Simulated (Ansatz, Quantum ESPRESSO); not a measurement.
**KMgF3 (Pm-3m): zone-centre phonons**

Aim: the zone-centre modes of KMgF3 (Pm-3m).

Calculated with Quantum ESPRESSO 7.5; DFT LDA, scalar-relativistic, plane waves, JTH PAW pseudopotentials.

## (1) Set-up

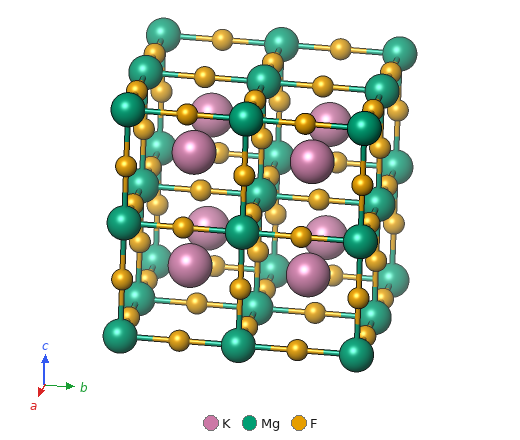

The starting structure, seen slightly off an axis (potassium pink, magnesium teal, fluorine orange). 2×2×2 cells are drawn. Some periodic images of atoms are drawn too.

## (2) A first look

A cheap run with smearing and empty bands tells whether the crystal has a gap, which decides between fixed occupations and smearing later on.

Contents of probe.in:

```
 &control
    calculation='scf',
    prefix='x',
    outdir='./tmp',
    pseudo_dir='./pseudo',
    tprnfor=.true.,
    tstress=.true.,
    verbosity='high',
 /
 &system
    ibrav=0,
    nat=5,
    ntyp=3,
    ecutwfc=50.0,
    ecutrho=250.0,
    occupations='smearing',
    smearing='gaussian',
    degauss=0.01,
 /
 &electrons
    conv_thr=1.0d-07,
    mixing_beta=0.7,
    electron_maxstep=100,
 /
ATOMIC_SPECIES
 K      39.0983  K.upf
 Mg     24.3050  Mg.upf
 F      18.9984  F.upf
CELL_PARAMETERS angstrom
     3.985900000    0.000000000    0.000000000
     0.000000000    3.985900000    0.000000000
     0.000000000    0.000000000    3.985900000
ATOMIC_POSITIONS crystal
 K      0.500000000   0.500000000   0.500000000
 Mg     0.000000000   0.000000000   0.000000000
 F      0.500000000   0.000000000   0.000000000
 F      0.000000000   0.500000000   0.000000000
 F      0.000000000   0.000000000   0.500000000
K_POINTS automatic
 4 4 4 0 0 0
```

On the command line:

```console
$ OMP_NUM_THREADS=1 mpirun -n 4 pw.x -nk 4 -in probe.in > probe.out
```

The log of the run:

```text
[banners, grids, parts of the stress and lines that vanish by symmetry left out]
Program PWSCF v.7.5
     file K.upf: wavefunction(s)  3S 4S 3P 4P 0D renormalized
     file Mg.upf: wavefunction(s)  3P renormalized
[...]
kinetic-energy cutoff     =      50.0000  Ry
     charge density cutoff     =     250.0000  Ry
     scf convergence threshold =      1.0E-07
[...]
Exchange-correlation= SLA PW NOGX NOGC
                           (   1   4   0   0   0   0   0)
[...]
48 Sym. Ops., with inversion, found
[...]
(     0          1          0      )
                  (     0          0          1      )
[...]
(  0.0000000  1.0000000  0.0000000 )
                  (  0.0000000  0.0000000  1.0000000 )
[...]
(     0         -1          0      )
                  (     0          0          1      )
[...]
( -1.0000000  0.0000000  0.0000000 )
                  (  0.0000000  1.0000000  0.0000000 )
[...]
number of k points=    10  Gaussian smearing, width (Ry)=  0.0100
[...]
End of self-consistent calculation
[...]
the Fermi energy is     6.8821 ev
!    total energy              =    -425.14025828 Ry
[...]
convergence has been achieved in   8 iterations
[...]
atom    1 type  1   force =     0.00000000    0.00000000    0.00000000
     atom    2 type  2   force =     0.00000000    0.00000000    0.00000000
     atom    3 type  3   force =     0.00000000    0.00000000    0.00000000
     atom    4 type  3   force =     0.00000000    0.00000000    0.00000000
     atom    5 type  3   force =     0.00000000    0.00000000    0.00000000
[...]
Total force =     0.000000     Total SCF correction =     0.000000
[...]
total   stress  (Ry/bohr**3)                   (kbar)     P=      -45.23
[...]
XML data file, charge density, pseudopotentials, collected wavefunctions

   JOB DONE.
```

Run time: 7.1 s. Hardware: 4 MPI ranks of Arm Neoverse N1, shared host; 28 s of CPU time.

This step gave:

* volume per atom: 12.67 Å³
* pressure: -4.523 GPa
* gap on the k-mesh: 6.965 eV

A gap of 7.0 eV opens on this mesh, so the crystal is taken as an insulator; the start stands at -4.5 GPa.

## (3) Relaxation

The harmonic expansion starts where the forces on the atoms vanish, and stress shifts the frequencies, so cell and atoms are relaxed with tight thresholds.

Contents of relax.in:

```
 &control
    calculation='vc-relax',
    prefix='x',
    outdir='./tmp',
    pseudo_dir='./pseudo',
    tprnfor=.true.,
    tstress=.true.,
    forc_conv_thr=2.0d-05,
    etot_conv_thr=1.0d-07,
    nstep=40,
 /
 &system
    ibrav=0,
    nat=5,
    ntyp=3,
    ecutwfc=50.0,
    ecutrho=250.0,
    occupations='fixed',
    nbnd=22,
 /
 &electrons
    conv_thr=1.0d-11,
    mixing_beta=0.7,
    electron_maxstep=100,
 /
 &ions
 /
 &cell
    press_conv_thr=0.1,
 /
ATOMIC_SPECIES
 K      39.0983  K.upf
 Mg     24.3050  Mg.upf
 F      18.9984  F.upf
CELL_PARAMETERS angstrom
     3.985900000    0.000000000    0.000000000
     0.000000000    3.985900000    0.000000000
     0.000000000    0.000000000    3.985900000
ATOMIC_POSITIONS crystal
 K      0.500000000   0.500000000   0.500000000
 Mg     0.000000000   0.000000000   0.000000000
 F      0.500000000   0.000000000   0.000000000
 F      0.000000000   0.500000000   0.000000000
 F      0.000000000   0.000000000   0.500000000
K_POINTS automatic
 6 6 6 0 0 0
```

On the command line:

```console
$ OMP_NUM_THREADS=1 mpirun -n 4 pw.x -nk 4 -in relax.in > relax.out
```

The log of the run:

```text
[banners, grids, parts of the stress and lines that vanish by symmetry left out]
[banner, memory and clock lines left out]
Program PWSCF v.7.5

[...]
kinetic-energy cutoff     =      50.0000  Ry
     charge density cutoff     =     250.0000  Ry
     scf convergence threshold =      1.0E-11
[...]
energy convergence thresh.=      1.0E-07
     force convergence thresh. =      2.0E-05
     press convergence thresh. =      1.0E-01
     Exchange-correlation= SLA PW NOGX NOGC
                           (   1   4   0   0   0   0   0)
[...]
48 Sym. Ops., with inversion, found
[...]
number of k points=    20
[...]
End of self-consistent calculation
[...]
highest occupied, lowest unoccupied level (ev):     2.7137    9.6787
!    total energy              =    -425.14028887 Ry
[...]
convergence has been achieved in  13 iterations
[...]
atom    1 type  1   force =     0.00000000    0.00000000    0.00000000
     atom    2 type  2   force =     0.00000000    0.00000000    0.00000000
     atom    3 type  3   force =     0.00000000    0.00000000    0.00000000
     atom    4 type  3   force =     0.00000000    0.00000000    0.00000000
     atom    5 type  3   force =     0.00000000    0.00000000    0.00000000
     Total force =     0.000000     Total SCF correction =     0.000000
[...]
total   stress  (Ry/bohr**3)                   (kbar)     P=      -45.19
[...]
number of bfgs steps    =   0
[...]
CELL_PARAMETERS (angstrom)
[...]
ATOMIC_POSITIONS (crystal)
K                0.5000000000        0.5000000000        0.5000000000
Mg               0.0000000000        0.0000000000        0.0000000000
F                0.5000000000        0.0000000000        0.0000000000
F                0.0000000000        0.5000000000        0.0000000000
[...]
New effective cutoffs (rho, wfc):  252.98   50.76
[...]
End of self-consistent calculation
[...]
highest occupied, lowest unoccupied level (ev):     2.9433   10.0845
!    total energy              =    -425.14278079 Ry
[...]
convergence has been achieved in  18 iterations
[...]
atom    1 type  1   force =     0.00000000    0.00000000    0.00000000
     atom    2 type  2   force =     0.00000000    0.00000000    0.00000000
     atom    3 type  3   force =     0.00000000    0.00000000    0.00000000
     atom    4 type  3   force =     0.00000000    0.00000000    0.00000000
     atom    5 type  3   force =     0.00000000    0.00000000    0.00000000
     Total force =     0.000000     Total SCF correction =     0.000000
[...]
total   stress  (Ry/bohr**3)                   (kbar)     P=      -29.48
[...]
number of bfgs steps    =   1
[...]
CELL_PARAMETERS (angstrom)
[...]
ATOMIC_POSITIONS (crystal)
[...]
New effective cutoffs (rho, wfc):  258.96   51.96
[...]
End of self-consistent calculation
[...]
highest occupied, lowest unoccupied level (ev):     3.3032   10.7214
!    total energy              =    -425.14436231 Ry
[...]
convergence has been achieved in  16 iterations
[...]
atom    1 type  1   force =     0.00000000    0.00000000    0.00000000
     atom    2 type  2   force =     0.00000000    0.00000000    0.00000000
     atom    3 type  3   force =     0.00000000    0.00000000    0.00000000
     atom    4 type  3   force =     0.00000000    0.00000000    0.00000000
[...]
Total force =     0.000000     Total SCF correction =     0.000000
[...]
total   stress  (Ry/bohr**3)                   (kbar)     P=       -1.94
[...]
number of bfgs steps    =   2
[...]
CELL_PARAMETERS (angstrom)
[...]
ATOMIC_POSITIONS (crystal)
[...]
New effective cutoffs (rho, wfc):  259.38   52.04
[...]
End of self-consistent calculation
[...]
highest occupied, lowest unoccupied level (ev):     3.3286   10.7664
!    total energy              =    -425.14436826 Ry
[...]
convergence has been achieved in  16 iterations
[...]
Total force =     0.000000     Total SCF correction =     0.000000
[...]
total   stress  (Ry/bohr**3)                   (kbar)     P=        0.14
[...]
number of bfgs steps    =   3
[...]
CELL_PARAMETERS (angstrom)
[...]
ATOMIC_POSITIONS (crystal)
[...]
New effective cutoffs (rho, wfc):  259.35   52.04
[...]
End of self-consistent calculation
[...]
highest occupied, lowest unoccupied level (ev):     3.3269   10.7633
!    total energy              =    -425.14436829 Ry
[...]
convergence has been achieved in  18 iterations
[...]
atom    3 type  3   force =     0.00000000    0.00000000    0.00000000
     atom    4 type  3   force =     0.00000000    0.00000000    0.00000000
     atom    5 type  3   force =     0.00000000    0.00000000    0.00000000
     Total force =     0.000000     Total SCF correction =     0.000000
[...]
total   stress  (Ry/bohr**3)                   (kbar)     P=        0.00
[...]
bfgs converged in   5 scf cycles and   4 bfgs steps
[...]
End of BFGS Geometry Optimization
     Final enthalpy           =    -425.1443682883 Ry
     File ./tmp/x.bfgs deleted, as requested
[...]
CELL_PARAMETERS (angstrom)
[...]
ATOMIC_POSITIONS (crystal)
[...]
F                0.0000000000        0.5000000000        0.0000000000
F                0.0000000000        0.0000000000        0.5000000000
[...]
Final scf calculation at the relaxed structure.
[...]
kinetic-energy cutoff     =      50.0000  Ry
     charge density cutoff     =     250.0000  Ry
     scf convergence threshold =      1.0E-13
[...]
press convergence thresh. =      1.0E-01
     Exchange-correlation= SLA PW NOGX NOGC
                           (   1   4   0   0   0   0   0)
[...]
48 Sym. Ops., with inversion, found
[...]
number of k points=    20
[...]
c_bands:  1 eigenvalues not converged
[...]
End of self-consistent calculation
[...]
highest occupied, lowest unoccupied level (ev):     3.3265   10.7633
!    total energy              =    -425.14324508 Ry
[...]
convergence has been achieved in  16 iterations
[...]
atom    1 type  1   force =     0.00000000    0.00000000    0.00000000
     atom    2 type  2   force =     0.00000000    0.00000000    0.00000000
     atom    3 type  3   force =     0.00000000    0.00000000    0.00000000
     atom    4 type  3   force =     0.00000000    0.00000000    0.00000000
     atom    5 type  3   force =     0.00000000    0.00000000    0.00000000
     Total force =     0.000000     Total SCF correction =     0.000000
[...]
total   stress  (Ry/bohr**3)                   (kbar)     P=        1.63
[...]
XML data file, charge density, pseudopotentials, collected wavefunctions
```

Wall time 83 s (4 MPI ranks); 5.6 min of CPU time.

Step by step:

```csv
step,energy less that of the first step (eV),largest force (eV/Å),pressure (GPa),volume (Å³)
1,0.0000,0.0000,-4.52,63.33
2,-0.0339,0.0000,-2.95,61.88
3,-0.0554,0.0000,-0.19,59.75
4,-0.0555,0.0000,0.01,59.60
5,-0.0555,0.0000,0.00,59.61
6,-0.0402,0.0000,0.16,59.61
```

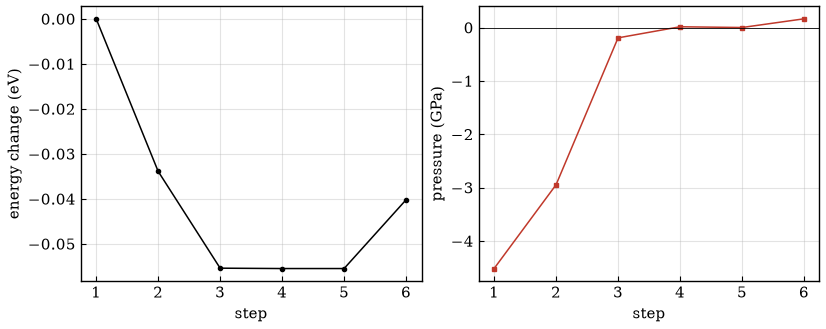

Energy and pressure along the relaxation.

```csv
"conventional cell, symmetrised",before,after,change
a (Å),3.986,3.906,-2.0 %
b (Å),3.986,3.906,-2.0 %
c (Å),3.986,3.906,-2.0 %
volume (Å³/atom),12.67,11.92,-5.9 %
```

Final coordinates:

```xyz
5
Lattice="3.9064 0.0000 0.0000 0.0000 3.9064 0.0000 0.0000 0.0000 3.9064" Properties=species:S:1:pos:R:3 pbc="T T T"
K     1.9532    1.9532    1.9532
Mg    0.0000    0.0000    0.0000
F     1.9532    0.0000    0.0000
F     0.0000    1.9532    0.0000
F     0.0000    0.0000    1.9532
```

The last row of the table of steps is pw.x's closing run on a basis chosen anew for the final cell, so its energy can jump.

Numbers from this step:

- volume per atom: 11.92 Å³
- pressure: 0.1630 GPa
- gap on the k-mesh: 7.437 eV

The volume changes by -5.9 % from the cell with which this run began.

## (4) Ground state

The response is built on this ground state, so it is converged far tighter than an energy would need. With a gap, occupations are fixed, which also allows the response to an electric field.

Contents of scf.in:

```
 &control
    calculation='scf',
    prefix='x',
    outdir='./tmp',
    pseudo_dir='./pseudo',
    tprnfor=.true.,
    tstress=.true.,
 /
 &system
    ibrav=0,
    nat=5,
    ntyp=3,
    ecutwfc=50.0,
    ecutrho=250.0,
    occupations='fixed',
    nbnd=22,
 /
 &electrons
    conv_thr=1.0d-12,
    mixing_beta=0.7,
    electron_maxstep=100,
 /
ATOMIC_SPECIES
 K      39.0983  K.upf
 Mg     24.3050  Mg.upf
 F      18.9984  F.upf
CELL_PARAMETERS angstrom
     3.906440220    0.000000000    0.000000000
     0.000000000    3.906440220    0.000000000
     0.000000000    0.000000000    3.906440220
ATOMIC_POSITIONS crystal
 K      0.500000000   0.500000000   0.500000000
 Mg     0.000000000   0.000000000   0.000000000
 F      0.500000000   0.000000000   0.000000000
 F      0.000000000   0.500000000   0.000000000
 F      0.000000000   0.000000000   0.500000000
K_POINTS automatic
 6 6 6 0 0 0
```

On the command line:

```console
$ OMP_NUM_THREADS=1 mpirun -n 4 pw.x -nk 4 -in scf.in > scf.out
```

The log of the run:

```text
[banners, grids, parts of the stress and lines that vanish by symmetry left out]
[banner, memory and clock lines left out]
Program PWSCF v.7.5

[...]
kinetic-energy cutoff     =      50.0000  Ry
     charge density cutoff     =     250.0000  Ry
     scf convergence threshold =      1.0E-12
[...]
Exchange-correlation= SLA PW NOGX NOGC
                           (   1   4   0   0   0   0   0)
[...]
48 Sym. Ops., with inversion, found
[...]
number of k points=    20
[...]
End of self-consistent calculation
[...]
highest occupied, lowest unoccupied level (ev):     3.3265   10.7633
!    total energy              =    -425.14324508 Ry
[...]
convergence has been achieved in  13 iterations
[...]
atom    1 type  1   force =     0.00000000    0.00000000    0.00000000
     atom    2 type  2   force =     0.00000000    0.00000000    0.00000000
     atom    3 type  3   force =     0.00000000    0.00000000    0.00000000
     atom    4 type  3   force =     0.00000000    0.00000000    0.00000000
     atom    5 type  3   force =     0.00000000    0.00000000    0.00000000
     Total force =     0.000000     Total SCF correction =     0.000000
[...]
total   stress  (Ry/bohr**3)                   (kbar)     P=        1.63
[...]
XML data file, charge density, pseudopotentials, collected wavefunctions
```

It took 13 s on 4 MPI ranks; 53 s of CPU time.

The cell stands at 0.16 GPa, close enough for phonons.

(Continued in part 2 of 3.)

[Host names and launcher messages were left out of these logs when they were recorded.]

[Logs are printed without paths, hosts, clocks, repeated set-up lines and the standing remarks that a program may print on its own settings, such as how far it seeks lower states.]

[Hosts, paths, dates, database ids (printed as entryN), source tags and the programs' standing remarks are cut or masked in the printed files.]
